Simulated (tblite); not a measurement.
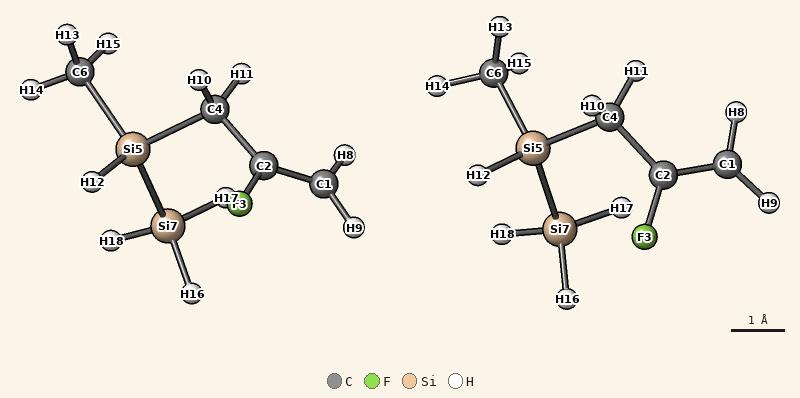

Two geometries of C$_{4}$H$_{11}$FSi$_{2}$, drawn at one scale. One is the start of a relaxation, the other its converged end. The picture is a ball-and-stick view, seen at a tilt.

Level of theory: GFN2-xTB geometry optimisation, gas phase (tblite 0.8.0). 

### Which geometry has the lower energy?

The left one is the relaxed one. The atom that moves furthest after the best rigid fit is H8 (0.90 Å). By element the largest moves are H 0.90 Å, F 0.88 Å, C 0.39 Å, Si 0.27 Å. Among the contacts that change: Si5–Si7 2.236 → 2.320 Å, C4–Si5 1.851 → 1.932 Å, Si5–C6 1.869 → 1.906 Å, C6–H14 1.120 → 1.086 Å. Among the angles between lasting bonds that change: C1–C2–C4 119.7° → 128.7°, H16–Si7–H17 113.5° → 106.5°, C6–Si5–Si7 106.2° → 113.2°. Groups turn about C4–Si5 by about 25°, Si5–C6 by about 25°. The energy falls by 11.1 kcal/mol in 154 geometry steps. The run took 1.2 s on 1 thread of Arm Neoverse V1 (shared host).
